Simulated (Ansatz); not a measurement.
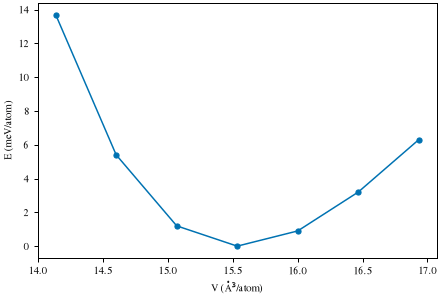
Figure: YF₂ in space group P6_3/mmc (No. 194; Y on 2b, F on 4f) under volume change, r²SCAN+D4 (plane waves, PAW; program Ansatz), shape and atoms relaxed at each volume.

### Question
What does a third-order Birch–Murnaghan fit give for V₀, B₀ and B′?

### Answer
V₀ = 15.54 Å³/atom, B₀ = 23.6 GPa, B′ = 11.7.

The start of the workflow was typed in or built on a structure type; neither database checked (COD, Materials Project) lists it. Whether it is the stable phase at ambient conditions was not checked. The cell was relaxed with r²SCAN+D4 under the symmetry of its start; its stability against distortions is not shown here. No spin polarisation was allowed.

Potentials: the earlier of the program's two PAW sets. The files were generated under PBE; for other functionals the program regenerates the frozen cores, and for LDA and PBEsol the local potential too.
